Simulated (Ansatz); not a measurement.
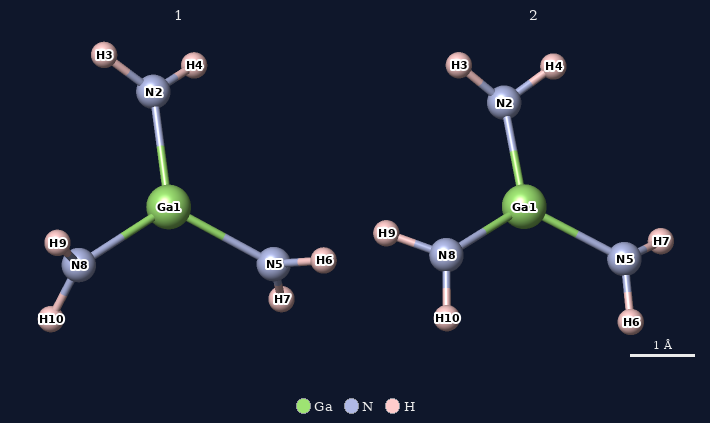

Two geometries of GaN3H6, drawn at one scale. One is the start of a relaxation, the other its converged end. A ball-and-stick model, seen at a tilt.

The calculation used RKS r2SCAN-D4/def2-SVP in Ansatz 0.2.0. (no spin polarisation; force threshold 0.02 eV/Å; at most 40 steps)

**Which geometry has the lower energy?**

Structure 2 is the relaxed one. The run prepares the start of a later molecular dynamics calculation, from a guessed geometry. After 12 geometry steps the energy has fallen by 1.348 eV. Largest force component: 2 eV/Å at the start, 0.014 eV/Å at the end. The largest move after the best rigid fit is that of H6, 1.33 Å. By element the largest moves are H 1.33 Å, N 0.32 Å, Ga 0.02 Å. Among the contacts that change: Ga1–N2 1.930 → 1.824 Å, N5–H6 1.060 → 1.015 Å, N2–H3 1.060 → 1.015 Å. Bond angles that change, for instance: H3–N2–H4 120.0° → 109.4°, H9–N8–H10 120.0° → 109.8°.
